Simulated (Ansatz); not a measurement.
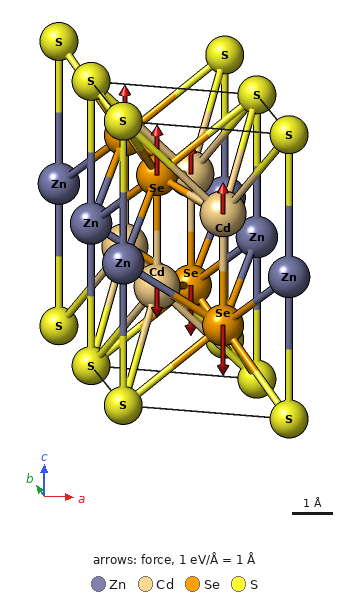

Starting geometry of solid ZnCd₂Se₂S (a generated structure, set up in P-3m1) (coarse preliminary run) with the computed forces as red arrows. The picture is a ball-and-stick view of the cell of the calculation, repeated 1 × 2 × 1 with one cell outlined, seen slightly off an axis.

Method: Ansatz 0.2.0, DFT PBE, scalar-relativistic, plane waves, PAW. Settings: plane-wave cutoff 420 eV; k-point mesh 6 × 6 × 4; occupations gaussian; smearing width 0.1 eV; no spin polarisation; cell and atoms relaxed; force threshold 0.04 eV/Å; at most 70 steps.

Is this structure relaxed? If not, where do the atoms go?

Answer. It isn't relaxed: the largest force vector, on Se atoms, is 1.33 eV/Å. The final displacements have little in common with the starting forces (cosine between the two patterns 0.14). After 16 accepted moves (20 points after the start) the energy has fallen by 4.523 eV per cell of the calculation. The largest force component goes from 1.3 to 0.0075 eV/Å. The pressure goes from 7.18 to −0.03 GPa. The line search rejected the trial steps at points 13, 18 of the run. At 2 points the geometry stayed and the basis and grid were re-selected for the new cell (energy shift of 98.8 meV per cell of the calculation at most each time). The largest moves relative to the cell, 1.70 Å, are those of Cd atoms. By element the largest moves are Cd 1.70 Å, Se 0.75 Å. S and Zn stay in place. The drawn cell changes as follows: a = b 4.453 → 3.904 Å (−12.3 %), c 7.398 → 9.642 Å (+30.3 %); the volume changes by +0.2 %. Among the contacts that change: Cd–Se 2.899 → 4.730 Å, S–Zn 3.699 → 4.821 Å, Cd–S 3.600 → 2.753 Å, S–Se 3.244 → 4.022 Å. Bonds break: Cd–Se (2.90 → 4.73 Å). Bond angles that change, for instance: Se–Cd–Se 115.8° → 86.3°, Cd–Se–Cd 115.8° → 86.3°. The space group stays P-3m1 (No. 164). The run took 11 min on 1 thread of AMD EPYC 7571 (shared host), peak memory 0.56 GiB.
